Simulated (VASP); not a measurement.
Band structure of Be (hcp). Level of theory: RPBE GGA, VASP's PBE PAW potentials (set 64) (plane waves; VASP 6.6.1).

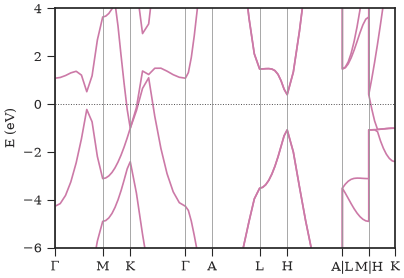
*Bands along high-symmetry lines, zero at the valence-band maximum or, without a gap, the Fermi level*

**Question.** Read the plot: is there a gap, and where are the band edges?

**Answer.** It has no gap at this level: it comes out as a metal or semimetal. (Edges off the drawn lines would not show.)

The compound is Be in the hcp structure. It was relaxed first.
